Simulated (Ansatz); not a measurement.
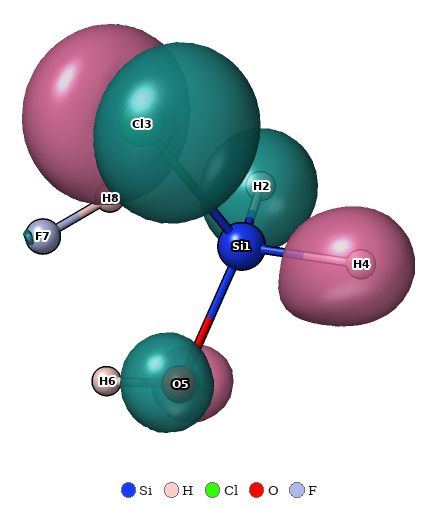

Figure 1: ClH₃OSi···HF. One frontier orbital at ±0.15 Å⁻³ᐟ² (teal and pink are the two phases), seen at an oblique angle.

Not at a stationary point (largest force 0.8 eV/Å).

The calculation used RKS revPBE-D4/6-31G* in Ansatz 0.2.0.

```xyz
8

Si   -0.1181    0.1976   -0.0456
H     0.1267    0.3178    1.4078
Cl    1.7638    0.2511   -0.9428
H    -0.8701    1.3885   -0.5322
O    -1.0498   -1.1193   -0.4521
H    -0.6746   -1.9351   -0.0592
F     0.8595   -2.0653    1.2830
H     0.7682   -1.3624    1.8981
```

### Which orbital is it: HOMO or LUMO?

The HOMO, at −7.39 eV. It lies mainly on Cl3 (about 65 %), Si1 (about 10 %), H4 (about 10 %), H2 (about 10 %) and O5 (about 10 %).
